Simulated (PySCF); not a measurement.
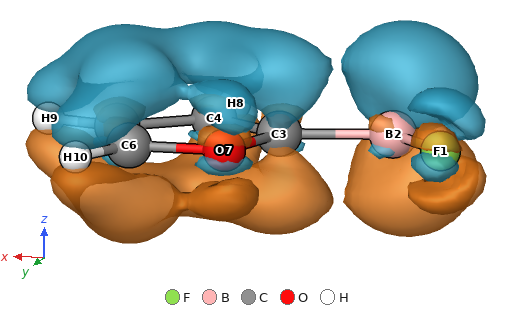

*C4H3BFO, doublet, SMILES `F[B]c1ccco1`. Change of the electron density in a uniform field of 0.51 V/Å, surfaces at ±0.003 e/Å³ (light blue: gain, orange: loss).*

Computed with PySCF, HF/def2-SVP, geometry: GFN2-xTB. No frequency check shows the geometry to be a minimum. A basis without diffuse functions makes polarisabilities too small. The stability of the open-shell solution wasn't checked. GFN2-xTB doesn't know the spin state, so this open-shell geometry is rough.

Cartesian coordinates (Å):

```
F1      -2.6392    0.2650    0.0000
B2      -1.7327   -0.6947    0.0000
C3      -0.2379   -0.3568    0.0000
C4       0.8796   -1.1707    0.0000
C5       2.0075   -0.3331    0.0000
C6       1.5153    0.9427    0.0000
O7       0.1883    0.9461    0.0000
H8       0.8718   -2.2419    0.0000
H9       3.0376   -0.6248    0.0000
H10      2.0129    1.8941    0.0000
```

The field was applied in both directions; the picture shows the one opposite to the script's first.

Q: Along which Cartesian direction does the field point?

A: Along −z: electrons gather on the +z side, against the field.

Q: What dipole is induced, and what polarisability does it imply?

A: The induced dipole is 0.79 D (along the field); α along this axis, from the fields in both directions, is 31 bohr³ (4.6 Å³).
